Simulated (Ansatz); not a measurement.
# Work function of Mo by crystal face

How much does the work function of Mo differ between its low-index faces, and does the functional change the order?

Measured values are compiled ones, as quoted in “Anisotropic work function of elemental crystals” (2019, arxiv:1902.07811).

**Method.** Ansatz 0.2.0, plane waves with PAW datasets (its set soft_2) at their recommended cutoffs; symmetric slabs of 7 layers (11 for bcc (111)) cut at the tabulated experimental lattice constant, atoms at bulk places, 18 Å of vacuum, k-spacing 0.16 Å⁻¹ (2π included), Fermi-Dirac smearing of 0.1 eV, SCF threshold 1e-9 eV; spin-polarised where the metal is Fe, Co or Ni. The work function is the vacuum level less the Fermi level; differences are formed before rounding.

The runs side by side:

| face | atoms per nm² | LDA (eV) | PBEsol (eV) | r2SCAN (eV) | PBE (eV) | RPBE (eV) | PBE, relaxed (eV) | measured (eV) |
| --- | --- | --- | --- | --- | --- | --- | --- | --- |
| (110) | 14.3 | 4.96 | 4.77 | 4.70 | 4.66 | 4.51 | 4.56 | 4.95 |
| (100) | 10.1 | 4.27 | 4.05 | 3.87 | 3.95 | 3.78 | 3.90 | 4.45* |
| (111) | 5.8 | 4.01 | 3.79 | 3.69 | 3.71 | 3.55 | 3.96 | 4.52 |

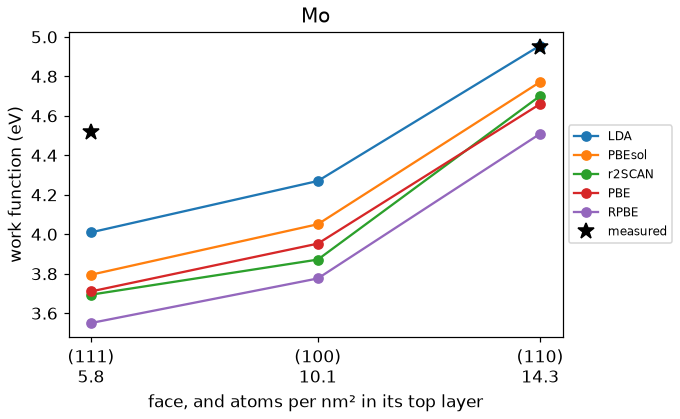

Work function against the density of the top layer.

**Answer.** With PBE the work function runs from 4.66 eV on (110) to 3.71 eV on (111). It falls with the atom density, as Smoluchowski smoothing would have it: on an open face electrons flow from the ridges into the troughs, which weakens the surface dipole. All functionals in the table give the same order. LDA lies 0.30 to 0.32 eV above PBE. After relaxation the order is (100) < (111) < (110), so that reading holds for the unrelaxed slabs alone. With the layers relaxed PBE misses the measured values by 0.39 to 0.56 eV. Against the 2 measured values on unreconstructed faces, LDA comes nearest (mean absolute error 0.26 eV), and PBE misses by 0.29 to 0.81 eV. For (110) and (111) the measured order is the one that PBE gives. Relaxing all layers with PBE (forces under 0.01 eV/Å) moves the values by −0.10 to +0.25 eV.

**Limits.** Slabs this thin leave size errors that can reach a tenth of an eV or more. Compiled measured values differ between sources by a tenth of an eV or more. A star marks a face that reconstructs in experiment, which these slabs don't, so it is no test. The functionals share one unrelaxed geometry at the tabulated experimental lattice constant; the relaxed column keeps that in-plane lattice, which is not PBE's own.
